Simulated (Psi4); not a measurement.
**CH3AlO (SMILES [CH3][Al]=[O]) at B3LYP/def2-TZVPP (sweep point 4)**

Aim: the vertical singlet–triplet gap of CH3AlO at B3LYP/def2-TZVPP (sweep point 4), from 2 runs. Input form: a Python script.

The results are computed with Psi4 1.11.

## Step 1: Starting point

CH3AlO: 6 atoms, total charge 0, spin state singlet. SMILES: `[CH3][Al]=[O]`. The coordinates come from a PBE0-D4/def2-TZVP relaxation.

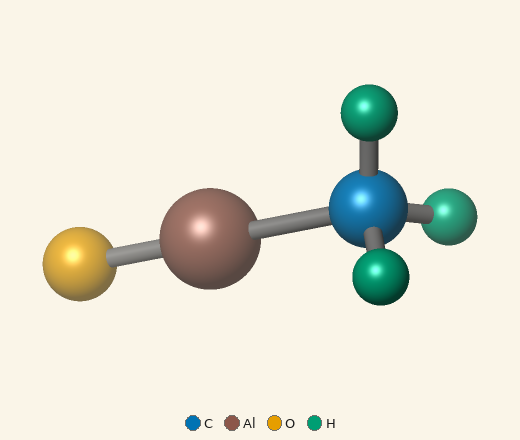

The structure, seen from a chosen angle (carbon blue, aluminium brown, oxygen amber, hydrogen teal).

## Step 2: A single-point energy at B3LYP/def2-TZVPP (sweep point 4)

Input file ch3alo.py:

```python
import psi4

psi4.set_memory('1600 MB')
psi4.set_num_threads(1)
psi4.set_output_file('output.dat', False)

m = psi4.geometry("""
0 1
C     -0.412500     0.498200    -0.315400
Al     0.696700    -0.841400     0.532500
O      1.611700    -1.946300     1.232100
H      0.065200     1.479100    -0.263900
H     -1.383600     0.560900     0.180800
H     -0.577400     0.249400    -1.366100
units angstrom
symmetry c1
""")

psi4.set_options({
    'basis': 'def2-TZVPP',
    'reference': 'rks',
    'puream': True,
    'scf_type': 'pk',
    'dft_radial_points': 99,
    'dft_spherical_points': 590,
})

e, wfn = psi4.energy('b3lyp', return_wfn=True)
print('E =', round(e, 9))
for k, v in sorted(psi4.core.scalar_variables().items()):
    print(f'{k:45s} {v:18.10f}')
```

Run with:

```
$ python ch3alo.py
```

output.dat (excerpt; [...] marks lines left out):

```text
[...]
  Running in c1 symmetry.
[...]
  Nuclear repulsion =   83.909553177892164
[...]
  Multiplicity = 1
[...]
  Nalpha       = 15
  Nbeta        = 15
[...]
    Number of basis functions: 146
[...]
   @RKS iter   1:  -356.94292555488460   -1.55385e-01   8.74801e-03 ADIIS/DIIS
[...]
   @RKS iter  10:  -357.64643377071076   -7.72582e-07   9.23821e-07 DIIS
[...]
    Orbital Energies [Eh]
    ---------------------
    Doubly Occupied:
       1A    -56.017096     2A    -19.049912     3A    -10.197395
       4A     -4.131681     5A     -2.686810     6A     -2.686810
       7A     -2.677842     8A     -0.844719     9A     -0.727732
      10A     -0.444480    11A     -0.444458    12A     -0.384543
      13A     -0.288620    14A     -0.257686    15A     -0.257686
[...]
  @RKS Final Energy:  -357.64643377071076
   => Energetics <=
    Nuclear Repulsion Energy =             83.9095531778921639
    One-Electron Energy =                -661.3583621939659452
    Two-Electron Energy =                 247.1292190691378323
    DFT Exchange-Correlation Energy =     -27.3268438237747766
    Empirical Dispersion Energy =           0.0000000000000000
    VV10 Nonlocal Energy =                  0.0000000000000000
    Total Energy =                       -357.6464337707107575
[...]
 Multipole Moments:
 ------------------------------------------------------------------------------------
     Multipole            Electronic (a.u.)      Nuclear  (a.u.)        Total (a.u.)
 ------------------------------------------------------------------------------------
 L = 1.  Multiply by 2.5417464519 to convert [e a0] to [Debye]
 Dipole X            :          2.3577463           -3.6445458           -1.2867995
 Dipole Y            :         -2.8474566            4.4012802            1.5538236
 Dipole Z            :          1.8019917           -2.7858595           -0.9838678
 Magnitude           :                                                    2.2445972
[...]
```

Standard output:

```text
E = -357.646433771
CURRENT ENERGY                                   -357.6464337707
CURRENT REFERENCE ENERGY                         -357.6464337707
DD SOLVATION ENERGY                                 0.0000000000
DFT FUNCTIONAL TOTAL ENERGY                      -357.6464337707
DFT TOTAL ENERGY                                 -357.6464337707
DFT VV10 ENERGY                                     0.0000000000
DFT XC ENERGY                                     -27.3268438238
GRID ELECTRONS ALPHA                               14.9999998770
GRID ELECTRONS BETA                                14.9999998770
GRID ELECTRONS TOTAL                               29.9999997540
NUCLEAR REPULSION ENERGY                           83.9095531779
ONE-ELECTRON ENERGY                              -661.3583621940
PCM POLARIZATION ENERGY                             0.0000000000
PE ENERGY                                           0.0000000000
SCF ITERATION ENERGY                             -357.6464337707
SCF ITERATIONS                                     10.0000000000
SCF TOTAL ENERGY                                 -357.6464337707
TWO-ELECTRON ENERGY                               247.1292190691
XC GRID RADIAL POINTS                              99.0000000000
XC GRID SPHERICAL POINTS                          590.0000000000
XC GRID TOTAL POINTS                           334925.0000000000
```

It took 31 s on 1 thread of Intel Xeon Platinum 8259CL at 2.50GHz (Skylake/Cascade Lake), shared host; peak memory 1.2 GiB.

## Step 3: The triplet, same level

Input file run.py:

```python
import psi4

psi4.set_memory(1600000000)
psi4.set_num_threads(1)
psi4.set_output_file('ch3alo.out', False)

mol = psi4.geometry("""
0 3
C     -0.412500     0.498200    -0.315400
Al     0.696700    -0.841400     0.532500
O      1.611700    -1.946300     1.232100
H      0.065200     1.479100    -0.263900
H     -1.383600     0.560900     0.180800
H     -0.577400     0.249400    -1.366100
symmetry c1
""")

psi4.set_options({
    'basis': 'def2-TZVPP',
    'reference': 'uks',
    'puream': True,
    'scf_type': 'pk',
    'dft_radial_points': 99,
    'dft_spherical_points': 590,
    'maxiter': 150,
})

result, w = psi4.energy('B3LYP', return_wfn=True)
print(f'B3LYP energy: {result:.10f} Eh')
```

Run with:

```
$ python run.py
```

ch3alo.out (excerpt; [...] marks lines left out):

```text
[...]
  Running in c1 symmetry.
[...]
  Nuclear repulsion =   83.909553177892164
[...]
  Multiplicity = 3
[...]
  Nalpha       = 16
  Nbeta        = 14
[...]
    Number of basis functions: 146
[...]
   @UKS iter   1:  -357.06296930515310   -2.75429e-01   6.78861e-03 DIIS/ADIIS
[...]
   @UKS iter   9:  -357.51320952066544   -1.57081e-07   9.35349e-07 DIIS
[...]
   @S^2 Observed:                2.003348895E+00
[...]
    Orbital Energies [Eh]
    ---------------------
    Alpha Occupied:
       1A    -56.035379     2A    -19.184280     3A    -10.152485
       4A     -4.145593     5A     -2.700657     6A     -2.698909
       7A     -2.693748     8A     -0.998422     9A     -0.697290
      10A     -0.440034    11A     -0.431074    12A     -0.411896
      13A     -0.411463    14A     -0.373955    15A     -0.346207
      16A     -0.137836
    Alpha Virtual:
      17A     -0.056042    18A     -0.045693    19A      0.042097
      20A      0.088203    21A      0.088615    22A      0.109387
      23A      0.141813    24A      0.142289    25A      0.154162
[...]
  @UKS Final Energy:  -357.51320952066544
   => Energetics <=
    Nuclear Repulsion Energy =             83.9095531778921639
    One-Electron Energy =                -660.3771291741126106
    Two-Electron Energy =                 246.2603050870773700
    DFT Exchange-Correlation Energy =     -27.3059386115223433
    Empirical Dispersion Energy =           0.0000000000000000
    VV10 Nonlocal Energy =                  0.0000000000000000
    Total Energy =                       -357.5132095206654412
[...]
 Multipole Moments:
 ------------------------------------------------------------------------------------
     Multipole            Electronic (a.u.)      Nuclear  (a.u.)        Total (a.u.)
 ------------------------------------------------------------------------------------
 L = 1.  Multiply by 2.5417464519 to convert [e a0] to [Debye]
 Dipole X            :          3.3040933           -3.6445458           -0.3404525
 Dipole Y            :         -3.9918903            4.4012802            0.4093899
 Dipole Z            :          2.5279349           -2.7858595           -0.2579247
 Magnitude           :                                                    0.5916359
[...]
```

On the terminal:

```text
B3LYP energy: -357.5132095207 Eh
```

Wall time 41 s (1 thread of Intel Xeon Platinum 8259CL at 2.50GHz (Skylake/Cascade Lake), shared host); peak memory 1.2 GiB.

## Step 4: Results

Level: B3LYP/def2-TZVPP (sweep point 4).

```
                                        quantity          value
                           singlet: total energy  -357.64643 Eh
                          singlet: dipole moment         5.71 D
                            singlet: HOMO energy       -7.01 eV
                            singlet: LUMO energy       -1.81 eV
                          singlet: HOMO–LUMO gap        5.20 eV
                           triplet: total energy  -357.51321 Eh
                          triplet: dipole moment         1.50 D
     triplet: HOMO energy (highest over α and β)       -3.75 eV
                                   triplet: ⟨S²⟩          2.003
vertical energy of the triplet above the singlet       3.625 eV
```

In words: At this shape the triplet lies 3.63 eV (350 kJ/mol) above the singlet.
